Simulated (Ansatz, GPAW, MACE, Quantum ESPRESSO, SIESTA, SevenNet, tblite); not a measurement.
## GPAW runs on generalised stacking fault on (110) of a LiCl-LiBr solid solution (56 atoms)

Aim: run generalised stacking fault on (110) of a LiCl-LiBr solid solution (56 atoms) in GPAW and see how near its forces come to a plane-wave reference, and at what cost.

Calculated with GPAW 26.7.0; the method is named at each step.

## (1) The starting structure

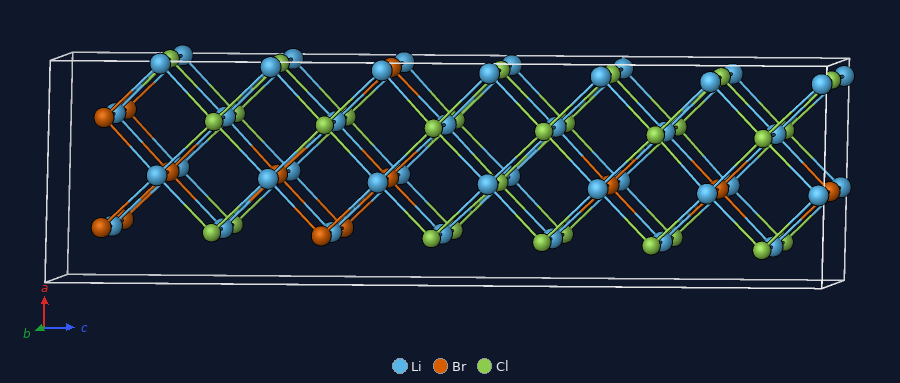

Start, viewed from the side, with the c axis across the page; lithium blue, bromine orange, chlorine green. Some periodic images of atoms are drawn too.

The cell holds 56 atoms: 28 Li, 10 Br and 18 Cl. Cell: a = 7.448 Å, b = 5.266 Å, c = 26.274 Å, α = 90.0°, β = 88.6°, γ = 90.0°. Rock-salt LiCl lattice (a = 5.2663 Å, the value set for the mixture), cell with z along [110], 2 x 1 x 7 periods; the third cell vector is tilted by 0.167 of 1/2[1-10] and lengthened by 0.2 Å, so the cell holds one fault; displaced by a Gaussian of 0.01 Å; 10 of 28 Cl sites given to Br at random (lattice constant by Vegard's rule between LiCl and LiBr). Then every atom was moved at random, 0.02 Å r.m.s. a Cartesian component. The structure's axis is c.

The yardstick, on the same geometry:

* method: Kohn-Sham DFT, PBE, SSSP efficiency 1.3.0 pseudopotentials, plane waves (Quantum ESPRESSO 7.5); sssp-pbe-1.3.0-efficiency, cutoffs 45/360 Ry, Γ point
* r.m.s. force component: 0.132 eV/Å
* longest force: 0.6691 eV/Å
* pressure: -0.1323 GPa
* gap (highest filled to lowest empty level): 5.406 eV
* time: 3.7 min on 2 MPI ranks of Arm Neoverse V1, shared host
* CPU time: 7.4 min

## (2) PBE, LCAO dzp, h 0.2 Å

Method: Kohn-Sham DFT, PBE, PAW, atomic orbitals (dzp).

Input file run.py:

```python
import numpy as np
from ase.io import read
from gpaw import GPAW, FermiDirac

atoms = read("structure.xyz")
atoms.calc = GPAW(
    mode="lcao",
    basis="dzp",
    h=0.2,
    xc="PBE",
    kpts={"size": (1, 1, 1), "gamma": True},
    occupations=FermiDirac(0.05),
    maxiter=200,
    symmetry={"point_group": False},
    txt="gpaw.txt",
)
energy = atoms.get_potential_energy(force_consistent=True)
forces = atoms.get_forces()
print(f"energy {energy:.6f} eV")
print("forces (eV/A)")
for i, (a, f) in enumerate(zip(atoms, forces)):
    print(f"{i:4d} {a.symbol:2s} {f[0]:10.5f} {f[1]:10.5f} {f[2]:10.5f}")
print(f"Fermi level {atoms.calc.get_fermi_level():.4f} eV")
for k in range(len(atoms.calc.get_ibz_k_points())):
    for s in range(atoms.calc.get_number_of_spins()):
        e = atoms.calc.get_eigenvalues(kpt=k, spin=s)
        n = np.searchsorted(e, atoms.calc.get_fermi_level())
        print(f"k {k} spin {s} levels about the Fermi level:", np.round(e[max(n - 6, 0):n], 4).tolist(), "|", np.round(e[n:n + 6], 4).tolist())
```

Input file structure.xyz:

```xyz
56
Lattice="7.44767 0.00000 0.00000 0.00000 5.26630 0.00000 0.62061 0.00000 26.26686" Properties=species:S:1:pos:R:3 pbc="T T T"
Li 7.46790 0.00300 26.09875
Br 5.59699 0.02738 1.86889
Li 7.46002 5.25503 3.71912
Cl 5.57460 0.01659 5.58013
Li 7.46303 0.01459 7.45874
Cl 5.57128 5.26045 9.32001
Li 7.46511 5.26319 11.21595
Cl 5.58066 5.25040 13.00472
Li 7.47809 0.02738 14.85759
Cl 5.59270 0.02054 16.74512
Li 7.48391 5.24213 18.61874
Cl 5.58922 0.01748 20.51915
Li 7.42742 0.02238 22.33340
Cl 5.58316 5.26398 24.15894
Li 3.73397 0.00848 26.07826
Br 1.90308 0.02960 1.86206
Li 3.71184 0.01922 3.69417
Cl 1.84849 0.01611 5.59432
Li 3.70976 5.23823 7.45191
Br 1.85600 5.25198 9.30057
Li 3.70498 0.00032 11.16447
Cl 1.88473 5.25603 13.02258
Li 3.75880 5.25108 14.88307
Cl 1.87156 0.02164 16.76798
Li 3.71758 0.01754 18.61060
Cl 1.87336 0.00174 20.46582
Li 3.67774 5.26267 22.30818
Cl 1.83518 5.22733 24.20228
Li 1.82869 2.70488 1.85628
Cl 7.48238 2.60982 3.67578
Li 1.86096 2.65021 5.59248
Cl 7.44886 2.64942 7.40437
Li 1.84647 2.63194 9.26616
Br 7.42608 2.61366 11.16236
Li 1.90650 2.63605 13.00787
Cl 7.45946 2.61208 14.86363
Li 1.86696 2.62536 16.73409
Cl 7.43215 2.64579 18.60587
Li 1.87335 2.61577 20.44980
Cl 7.46004 2.62325 22.32079
Li 1.82357 2.63225 24.19624
Cl 7.46582 2.62278 26.05489
Li 5.60487 2.64310 1.87151
Br 3.69860 2.61182 3.72648
Li 5.60225 2.64721 5.58722
Br 3.72649 2.63541 7.40016
Li 5.56627 2.64916 9.32526
Br 3.72157 2.63857 11.15422
Li 5.57017 2.60382 13.04622
Cl 3.68632 2.61456 14.88858
Li 5.60694 2.61998 16.76482
Br 3.71156 2.60492 18.60797
Li 5.56327 2.65653 20.46425
Br 3.69865 2.62256 22.32000
Li 5.60026 2.66554 24.21437
Br 3.72574 2.59560 26.08299
```

Launch:

```bash
> OMP_NUM_THREADS=1 python run.py > output.txt
```

The program printed:

```text
energy -192.532358 eV
forces (eV/A)
   0 Li    0.30219   -0.01091   -0.74033
   1 Br   -0.27622   -0.10934    0.30025
   2 Li    0.00783    0.00932    0.21874
   3 Cl    0.03796   -0.03535    0.05773
   4 Li   -0.22175   -0.00583   -0.23765
   5 Cl    0.02705    0.02190   -0.03732
   6 Li   -0.19008   -0.03402    0.05885
   7 Cl    0.02600    0.02796    0.08017
   8 Li   -0.02370   -0.02247    0.05159
   9 Cl    0.03140   -0.06501   -0.00761
  10 Li   -0.06385    0.02754    0.01217
  11 Cl   -0.03930   -0.03308   -0.13027
  12 Li    0.02045   -0.02344    0.02300
  13 Cl   -0.02817    0.00381    0.20875
  14 Li    0.33064   -0.09308   -0.74628
  15 Br   -0.53984   -0.04452    0.34216
  16 Li    0.03303   -0.08140    0.32895
  17 Cl    0.00491   -0.03461    0.01984
  18 Li    0.20110    0.07008   -0.21799
  19 Br   -0.03890    0.05699    0.01872
  20 Li    0.20168    0.00583    0.12037
  21 Cl   -0.03260    0.00789    0.06100
  22 Li   -0.04831    0.01632    0.03896
  23 Cl   -0.01251   -0.06130   -0.05693
[...]
48 Li    0.02320    0.01243    0.24197
  49 Cl    0.13828    0.02702   -0.01859
  50 Li    0.13598    0.00737   -0.14691
  51 Br    0.03665    0.15130   -0.11075
  52 Li    0.34837   -0.01791    0.09398
  53 Br    0.06964    0.02809    0.08005
  54 Li    0.26071   -0.02405   -0.01925
  55 Br    0.33509    0.15330   -0.33088
Fermi level 3.6960 eV
k 0 spin 0 levels about the Fermi level: [0.8256, 0.8567, 0.8926, 0.9266, 0.9309, 1.1308] | [6.4847, 6.9184, 6.9916, 7.8855, 7.9013, 7.9315]
```

gpaw.txt:

```text
Input parameters:
  mode=LCAO(),
  basis={'default': 'dzp'},
  h=0.2,
  kpts=MonkhorstPack(size=(1, 1, 1), gamma=True),
  maxiter=200,
  occupations=Occupations(name='fermi-dirac', width=0.05, fixmagmom=False),
  symmetry=Symmetry(point_group=False),
  xc=XC(name='PBE')
Unit cell  # Å
| periodic |        x |        y |         z |   lengths |    angles |
|----------|----------|----------|-----------|-----------|-----------|
|      yes | 7.447670 | 0.000000 |  0.000000 |  7.447670 | 90.000000 |
|      yes | 0.000000 | 5.266300 |  0.000000 |  5.266300 | 88.646518 |
|      yes | 0.620610 | 0.000000 | 26.266860 | 26.274191 | 90.000000 |
Number of symmetries: 1
Symmetry operations  # r_c * U_cc + t_c -> r_c
|   | kind |            matrix            |
|---|------|------------------------------|
| 0 |  E   |  1, 0, 0,  0, 1, 0,  0, 0, 1 |
BZ-sampling:
  Number of BZ points: 1
  Number of IBZ points: 1
  Monkhorst-Pack size: [1, 1, 1]
  Monkhorst-Pack shift: [0, 0, 0]
[... lines left out ...]
        l=2, rc=6.2656 Bohr: d-type Gaussian polarization
      Number of RI-basis functions 0
Reference energy: -940689.625382  # eV
eigensolver:
density mixing:
  MSR1-Mixer
occupation numbers:
  Fermi-Dirac:
    width: 0.0500  # eV
FastPoissonSolver using
    Stencil: 8*3+1=25 point O(h^6) finite-difference Laplacian
xc functional:
  name: PBE with 2 nearest neighbor stencil
interpolation: tri-quintic # 5. degree polynomial
Initialization done in: 7.049 s
convergence criteria:
- Maximum [total energy] change in last 3 cyles: 0.0005 eV / valence electron
- Maximum integral of absolute [dens]ity change: 0.0001 electrons / valence electron
- Maximum integral of absolute [eigenst]ate change: 4e-08 eV^2 / valence electron
maximum number of iterations: 200
SCF iterations
|iter     |      energy | eigst |  dens |
|---------|-------------|-------|-------|
|iter:   1| -192.059417 |      c|       |
|iter:   2| -192.068181 |      c| -1.37 |
|iter:   3| -192.465232 |      c| -1.40 |
|iter:   4| -192.531469 |      c| -1.95 |
|iter:   5| -192.532402c|      c| -2.76 |
|iter:   6| -192.532364c|      c| -3.67 |
|iter:   7| -192.532358c|      c| -4.12c|
Converged in 7 steps
SCF loop duration: 42.977 s (6.140 s/step)
Energy contributions relative to reference atoms: (reference = -940689.625382)
Energy contributions:
  Kinetic:         335.747478
  Coulomb:        -332.493421
  Zero:              1.910000
  External:          0.000000
  Xc:             -197.696415
  Entropy:          -0.000000
  Spinorbit:         0.000000
  ----------------------------
  Free energy:    -192.532358
  Extrapolated:   -192.532358
dipole moment: (131.488249, -44.806689, 173.113399)  # |e|*Ang
Fermi level: 3.696
Eigenvalues  # (at kpt = [0.000, 0.000, 0.000])
| band index |      eig [eV] | occ [0-2] |
|------------|---------------|-----------|
|          0 |       -12.677 |     2.000 |
|        ... |               |           |
|        104 |         0.719 |     2.000 |
|        105 |         0.728 |     2.000 |
[...]
|        119 |         8.056 |     0.000 |
|        ... |               |           |
|        138 |         9.403 |     0.000 |
Gap: 5.354 eV
Transition (v -> c):
  (s=0, k=0, n=111, [0.00, 0.00, 0.00]) -> (s=0, k=0, n=112, [0.00, 0.00, 0.00])
No difference between direct/indirect transitions
Force computation time: 13.953  # s
timing:  # [seconds]
  Total:  64.011  # ━━━━━━━━━━━━━━━━━━━━━━━━━━━━━━━━━━━━━━━━━━━━━━━━━━━━━━━━━
  Init:    7.048  # ━━━━━━╸
  SCF:    42.977  # ━━━━━━━━━━━━━━━━━━━━━━━━━━━━━━━━━━━━━━╸
  Forces: 13.953  # ━━━━━━━━━━━━╸
```

It took 66 s on 1 thread of Arm Neoverse V1, shared host; peak memory 1 GiB.

Banners, paths, timers and routine set-up lines are dropped from the logs unmarked, and long logs keep their key lines alone; longer cuts are marked.

Compared with the plane-wave run:

* r.m.s. force component: 0.1596 eV/Å
* r.m.s. difference of force components: 30.85 meV/Å
* longest difference of force vectors: 154.4 meV/Å
* force difference over r.m.s. force: 23.38 %
* slope of forces against the reference's: 1.204
* correlation of force components: 0.9955
* gap (highest filled to lowest empty level): 5.354 eV
* gap difference: -0.052 eV

This run lies far from the reference in forces at the same functional. Basis and potentials both differ; the latter hold 224 valence electrons against the reference's 280.

Length of the force difference by element (eV/Å):

```
element  atoms   mean   most
     Br     10  0.049   0.11
     Cl     18  0.028  0.048
     Li     28  0.049   0.15
```

Levels nearest the highest filled one (eV from it): -0.31, -0.27, -0.24, -0.20, -0.20, 0.00, 5.35, 5.79, 5.86, 6.75, 6.77, 6.80.

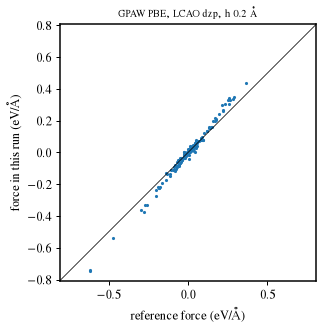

Force components against those of the reference; the line marks equality.

A closer look about Cl42, which has 5 bonded neighbours where the commonest count for Cl is 6: 9 atoms, nearest first, numbered in the order of the input, with positions taken from that point.

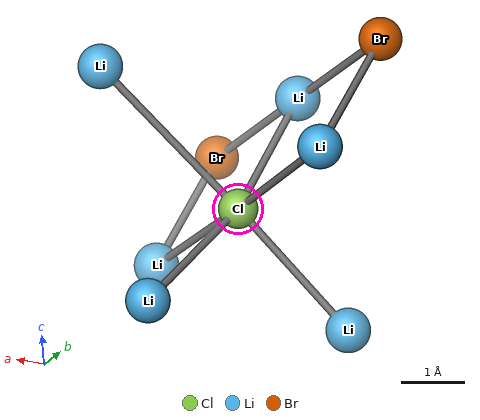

The atoms of the table, within 3.6 Å (arrows a, b, c point along x, y, z); some may hide others; the central atom is ringed.

```
atom      x      y      z  distance (Å)  bonds      Fx      Fy  Fz (eV/Å)
Cl42   0.00   0.00   0.00          0.00      5   0.041   0.048     -0.119
Li43  -1.24   0.02   2.08          2.42      5   0.078   0.020      0.044
Li41   1.81   0.01  -1.86          2.59      6  -0.222  -0.009      0.050
 Li1   0.00  -2.62   0.04          2.62      5   0.302  -0.011     -0.740
Li55  -1.87   0.04  -1.84          2.62      6   0.261  -0.024     -0.019
 Li1   0.00   2.65   0.04          2.65      5   0.302  -0.011     -0.740
Li29   2.43   0.08   2.07          3.19      5  -0.374  -0.081      0.438
 Br2  -1.25  -2.60   2.08          3.55      5  -0.276  -0.109      0.300
 Br2  -1.25   2.67   2.08          3.61      5  -0.276  -0.109      0.300
```

Atoms are counted from 1 here, from 0 in the log.

Forces lie 23 % from the reference's, at 0.15 times its CPU time (on 1 against 2 cores).

## (3) PBE, LCAO dzp, h 0.2 Å, other mixer settings

Method: Kohn-Sham DFT, PBE, PAW, atomic orbitals (dzp).

run.py: that of step 2 with these lines changed.

```diff
@@ -2,3 +2,3 @@
 from ase.io import read
-from gpaw import GPAW, FermiDirac
+from gpaw import GPAW, FermiDirac, Mixer
 
@@ -12,2 +12,3 @@
     occupations=FermiDirac(0.05),
+    mixer=Mixer(0.03, 7, 100),
     maxiter=200,
```

structure.xyz is that of step 2.

The program printed:

```text
energy -192.532357 eV
forces (eV/A)
   0 Li    0.30211   -0.01092   -0.74024
   1 Br   -0.27547   -0.10917    0.29882
   2 Li    0.00782    0.00931    0.21861
   3 Cl    0.03724   -0.03526    0.05660
   4 Li   -0.22167   -0.00584   -0.23757
   5 Cl    0.02641    0.02153   -0.03513
   6 Li   -0.18997   -0.03402    0.05885
   7 Cl    0.02623    0.02811    0.08110
   8 Li   -0.02372   -0.02249    0.05162
   9 Cl    0.03090   -0.06453   -0.00619
  10 Li   -0.06385    0.02756    0.01219
  11 Cl   -0.03973   -0.03319   -0.12952
  12 Li    0.02048   -0.02347    0.02298
  13 Cl   -0.02874    0.00325    0.20756
  14 Li    0.33058   -0.09309   -0.74619
  15 Br   -0.53815   -0.04484    0.34067
  16 Li    0.03306   -0.08141    0.32882
  17 Cl    0.00530   -0.03455    0.01866
  18 Li    0.20103    0.07008   -0.21792
  19 Br   -0.03882    0.05694    0.02001
  20 Li    0.20158    0.00582    0.12038
  21 Cl   -0.03280    0.00754    0.06160
  22 Li   -0.04830    0.01632    0.03898
  23 Cl   -0.01221   -0.06094   -0.05503
[...]
48 Li    0.02320    0.01243    0.24188
  49 Cl    0.13770    0.02713   -0.01752
  50 Li    0.13591    0.00739   -0.14683
  51 Br    0.03673    0.15102   -0.11005
  52 Li    0.34822   -0.01792    0.09396
  53 Br    0.06962    0.02810    0.07967
  54 Li    0.26056   -0.02408   -0.01931
  55 Br    0.33423    0.15310   -0.33224
Fermi level 3.6960 eV
k 0 spin 0 levels about the Fermi level: [0.8259, 0.8567, 0.8922, 0.9268, 0.9308, 1.1307] | [6.4846, 6.9183, 6.9915, 7.8854, 7.9009, 7.9314]
```

gpaw.txt:

```text
Input parameters:
  mode=LCAO(),
  basis={'default': 'dzp'},
  h=0.2,
  kpts=MonkhorstPack(size=(1, 1, 1), gamma=True),
  maxiter=200,
  mixer=Pulay(name='pulay', nmaxold=7, beta=0.03, weight=100, sigma=0.015, g_ss=None),
  occupations=Occupations(name='fermi-dirac', width=0.05, fixmagmom=False),
  symmetry=Symmetry(point_group=False),
  xc=XC(name='PBE')
Unit cell  # Å
[... lines left out ...]
  Fermi-Dirac:
[... lines left out ...]
convergence criteria:
- Maximum [total energy] change in last 3 cyles: 0.0005 eV / valence electron
[... lines left out ...]
Converged in 11 steps
[... lines left out ...]
  Free energy:    -192.532357
  Extrapolated:   -192.532357
dipole moment: (131.488349, -44.806627, 173.113095)  # |e|*Ang
Fermi level: 3.696
Eigenvalues  # (at kpt = [0.000, 0.000, 0.000])
| band index |      eig [eV] | occ [0-2] |
|------------|---------------|-----------|
|          0 |       -12.678 |     2.000 |
|        ... |               |           |
|        104 |         0.718 |     2.000 |
|        105 |         0.728 |     2.000 |
[...]
|        119 |         8.056 |     0.000 |
|        ... |               |           |
|        138 |         9.403 |     0.000 |
Gap: 5.354 eV
Transition (v -> c):
  (s=0, k=0, n=111, [0.00, 0.00, 0.00]) -> (s=0, k=0, n=112, [0.00, 0.00, 0.00])
No difference between direct/indirect transitions
Force computation time: 13.509  # s
timing:  # [seconds]
  Total:  88.820  # ━━━━━━━━━━━━━━━━━━━━━━━━━━━━━━━━━━━━━━━━━━━━━━━━━━━━━━━━━
  Init:    6.991  # ━━━━╸
  SCF:    68.294  # ━━━━━━━━━━━━━━━━━━━━━━━━━━━━━━━━━━━━━━━━━━━━
  Forces: 13.509  # ━━━━━━━━╸
```

Run time: 90 s. Hardware: 1 thread; peak memory 0.95 GiB.

Against the reference:

```yaml
r_m_s_force_component: 0.1594 eV/Å
r_m_s_difference_of_force_components: 30.73 meV/Å
longest_difference_of_force_vectors: 154.3 meV/Å
force_difference_over_r_m_s_force: 23.29 %
slope_of_forces_against_the_reference_s: 1.203
correlation_of_force_components: 0.9955
spacing_of_highest_filled_and_lowest_empty_level: 5.354 eV
gap_difference: -0.052 eV
energy_less_the_same_level_run_s: 0 meV/atom
r_m_s_force_difference_from_the_same_level_run: 0.685 meV/Å
```

This run lies far from the reference in forces at the same functional. Basis and potentials both differ; the latter hold 224 valence electrons against the reference's 280.

Against the first run (23 %), the force difference from the reference is 23 %, at 1.4 times the CPU time (11 SCF steps against 7): another solver or mixer reaches the same state.

## (4) PBE, LCAO sz(dzp), h 0.2 Å

Method: Kohn-Sham DFT, PBE, PAW, atomic orbitals (sz(dzp)).

run.py: that of step 3 with these lines changed.

```diff
@@ -2,3 +2,3 @@
 from ase.io import read
-from gpaw import GPAW, FermiDirac, Mixer
+from gpaw import GPAW, FermiDirac
 
@@ -7,3 +7,3 @@
     mode="lcao",
-    basis="dzp",
+    basis="sz(dzp)",
     h=0.2,
@@ -12,3 +12,2 @@
     occupations=FermiDirac(0.05),
-    mixer=Mixer(0.03, 7, 100),
     maxiter=200,
```

structure.xyz is that of step 3.

The program printed:

```text
energy -156.533102 eV
forces (eV/A)
   0 Li    0.33878    0.01964   -0.73799
   1 Br   -0.18950   -0.14718    0.21979
   2 Li    0.01320    0.06051    0.21325
   3 Cl    0.08522   -0.05586    0.06965
   4 Li   -0.24273    0.00481   -0.21488
   5 Cl    0.04601    0.01663   -0.06964
   6 Li   -0.21678   -0.03400    0.03943
   7 Cl    0.04399    0.03470    0.15540
   8 Li   -0.00391   -0.02751    0.05534
   9 Cl    0.04800   -0.07308   -0.04201
  10 Li   -0.06345    0.02118    0.01143
  11 Cl    0.00412   -0.05399   -0.15613
[...]
51 Br    0.04161    0.17097   -0.12599
  52 Li    0.37389   -0.02570    0.09955
  53 Br    0.08925    0.03150    0.07529
  54 Li    0.24963   -0.02560    0.00039
  55 Br    0.34571    0.18034   -0.38187
Fermi level 3.7575 eV
k 0 spin 0 levels about the Fermi level: [2.1403, 2.1481, 2.1636, 2.2578, 2.331, 2.3594] | [6.9917, 7.5614, 7.647, 8.8764, 8.9276, 9.2373]
```

gpaw.txt:

```text
Input parameters:
  mode=LCAO(),
  basis={'default': 'sz(dzp)'},
  h=0.2,
  kpts=MonkhorstPack(size=(1, 1, 1), gamma=True),
  maxiter=200,
  occupations=Occupations(name='fermi-dirac', width=0.05, fixmagmom=False),
  symmetry=Symmetry(point_group=False),
  xc=XC(name='PBE')
[... lines left out ...]
  Fermi-Dirac:
[... lines left out ...]
convergence criteria:
- Maximum [total energy] change in last 3 cyles: 0.0005 eV / valence electron
[... lines left out ...]
Converged in 8 steps
[... lines left out ...]
  Free energy:    -156.533102
[... lines left out ...]
Fermi level: 3.758
[... lines left out ...]
|          0 |       -11.351 |     2.000 |
|        ... |               |           |
|        104 |         2.081 |     2.000 |
|        105 |         2.124 |     2.000 |
[...]
|        119 |         9.637 |     0.000 |
|        ... |               |           |
|        138 |        12.033 |     0.000 |
Gap: 4.632 eV
Transition (v -> c):
  (s=0, k=0, n=111, [0.00, 0.00, 0.00]) -> (s=0, k=0, n=112, [0.00, 0.00, 0.00])
No difference between direct/indirect transitions
Force computation time: 3.215  # s
timing:  # [seconds]
  Total:  24.297  # ━━━━━━━━━━━━━━━━━━━━━━━━━━━━━━━━━━━━━━━━━━━━━━━━━━━━━━━━━
  Init:    6.387  # ━━━━━━━━━━━━━━━
  SCF:    14.669  # ━━━━━━━━━━━━━━━━━━━━━━━━━━━━━━━━━━╸
  Forces:  3.215  # ━━━━━━━╸
```

The job ended after 26 s (1 thread; peak memory 0.8 GiB).

Compared with the plane-wave run:

- r.m.s. force component: 0.1657 eV/Å
- r.m.s. difference of force components: 39.24 meV/Å
- longest difference of force vectors: 174.9 meV/Å
- force difference over r.m.s. force: 29.74 %
- slope of forces against the reference's: 1.244
- correlation of force components: 0.9909
- gap (highest filled to lowest empty level): 4.632 eV
- gap difference: -0.7736 eV

This is a coarse setting, run to see what it loses.

Against the first run (23 %), the force difference from the reference is 30 %, at 0.39 times the CPU time, with 140 basis functions against 504: the smaller basis costs accuracy.

(Part 1 of 2 ends here.)

[Also dropped from logs without a mark: logging warnings of Python, and SIESTA's first energy breakdown and zero terms.]

[Logs are printed without paths, hosts, clocks, repeated set-up lines and the standing remarks that a program may print on its own settings, such as how far it seeks lower states.]

[Hosts, paths, dates, database ids (printed as entryN), source tags and the programs' standing remarks are cut or masked in the printed files.]
